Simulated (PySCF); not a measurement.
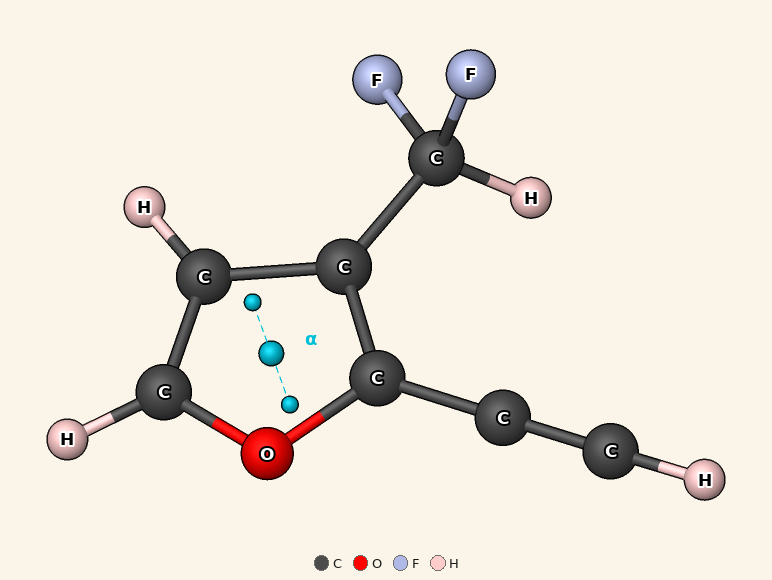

The small points mark where nucleus-independent chemical shifts (NICS) were computed: at the centre of each lettered ring and 1 Å above and below it. Geometry: an image of a reaction path computed with GFN2-xTB, not a minimum. Properties computed with GIAO PBE0/pcSseg-1 NMR shielding, non-relativistic, gas phase (PySCF 2.14.0).

Give NICS(0), NICS(1) and the out-of-plane component NICS(1)zz for each ring (means of the two sides).

```json
{"ring": "α", "members": "C4O", "NICS(0)": "−12.3", "NICS(1)": "−10.4", "NICS(1)zz": "−25.2"}
```

Values in ppm.

### What do the values say about the ring currents?

Ring α: diatropic, as in an aromatic ring. NICS is one index among several.
